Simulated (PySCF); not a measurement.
# UCISD/SBKJC (core potential) run of SnH3 (SMILES [SnH3])

What is the vertical ionisation energy of SnH3 at UCISD/SBKJC (core potential)? 

The calculation is run with PySCF 2.14.0.

6 further runs of the same task are left out: 6 set aside as unsound or not needed.

### Step 1. The system as given

SnH3 has 4 atoms, charge 0, and is taken as a doublet. As SMILES, `[SnH3]`. The coordinates come from a PBE0-D4/def2-TZVP relaxation.

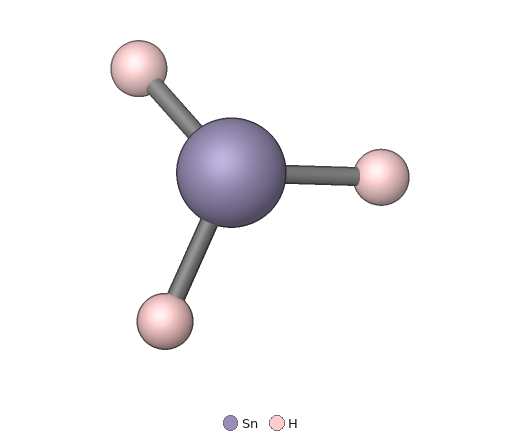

The structure, seen from a chosen angle (tin purple, hydrogen pink).

### Step 2. The energy at UCISD/SBKJC (core potential)

File mol.xyz:

```xyz
4
H3Sn
Sn     0.280200    -0.211600    -0.271700
H      1.055200     0.011000     1.241700
H     -1.125000    -1.172200    -0.064000
H     -0.154900     1.312500    -0.926300
```

File run.py:

```python
# [SnH3]
from pyscf import gto, ci

mol = gto.M(
    atom='mol.xyz',
    basis='sbkjc',
    verbose=3,
    spin=1,
    ecp={'Sn': 'sbkjc'},
    charge=0,
    max_memory=1860,
)

mf = mol.UHF()
mf.conv_tol = 1e-10
mf.kernel()
if not mf.converged:
    mf = mf.newton().run(mf.mo_coeff, mf.mo_occ)

cisd = ci.CISD(mf)
cisd.kernel()
e_tot = cisd.e_tot
print('Final energy', e_tot)
```

Command:

```sh
$ OMP_NUM_THREADS=1 python run.py
```

What it wrote:

```text
converged SCF energy = -4.94641350142063  <S^2> = 0.75203467  2S+1 = 2.0020336
E(UCISD) = -5.005884070853068  E_corr = -0.05947056943243646
Final energy -5.005884070853068
```

Wall time 0.66 s (1 thread of Arm Neoverse V2, shared host); peak memory 0.12 GiB.

### Step 3. The singlet cation, same level

File input.xyz:

```xyz
4

Sn     0.280200    -0.211600    -0.271700
H      1.055200     0.011000     1.241700
H     -1.125000    -1.172200    -0.064000
H     -0.154900     1.312500    -0.926300
```

File run.py:

```python
from pyscf import gto, scf, ci

mol = gto.Mole()
mol.atom = 'input.xyz'
mol.charge = 1
mol.basis = 'sbkjc'
mol.max_memory = 1860
mol.verbose = 3
mol.ecp = {'Sn': 'sbkjc'}
mol.spin = 0
mol.build()

hf = scf.RHF(mol)
hf.conv_tol = 1e-10
hf.kernel()
if not hf.converged:
    hf = hf.newton().run(hf.mo_coeff, hf.mo_occ)

cisd = ci.CISD(hf)
cisd.kernel()
e_final = cisd.e_tot
print(f'total energy: {e_final:.8f} hartree')
```

Command:

```sh
$ OMP_NUM_THREADS=1 python run.py
```

What it wrote:

```text
converged SCF energy = -4.65032658239648
E(RCISD) = -4.714317086153325  E_corr = -0.06399050375684132
total energy: -4.71431709 hartree
```

It took 0.54 s on 1 thread of Arm Neoverse V2, shared host; peak memory 0.12 GiB.

### Step 4. Summary of results

Level: UCISD/SBKJC (core potential).

| quantity | value |
| --- | --- |
| doublet SnH3: total energy | -5.00588 Eh |
| doublet SnH3: dipole moment (Hartree–Fock density) | 0.39 D |
| doublet SnH3: HOMO energy (Hartree–Fock orbitals) (highest over α and β) | -8.43 eV |
| doublet SnH3: LUMO energy (Hartree–Fock orbitals) (lowest over α and β) | 0.24 eV |
| doublet SnH3: correlation energy | -59.5 mEh |
| doublet SnH3: ⟨S²⟩ of the reference determinant | 0.752 |
| singlet cation: total energy | -4.71432 Eh |
| singlet cation: HOMO energy (Hartree–Fock orbitals) | -18.65 eV |
| singlet cation: LUMO energy (Hartree–Fock orbitals) | -7.68 eV |
| singlet cation: HOMO–LUMO gap (Hartree–Fock orbitals) | 10.97 eV |
| singlet cation: correlation energy | -64.0 mEh |
| vertical ionisation energy (to the singlet cation) | 7.934 eV |

What this shows: The vertical ionisation energy comes to 7.93 eV (183 kcal/mol). Only the singlet of the ionised species was computed; a triplet could lie lower. Mulliken charges (singlet cation) of the mean-field density run from -0.01 on H2 to +1.04 on Sn1.
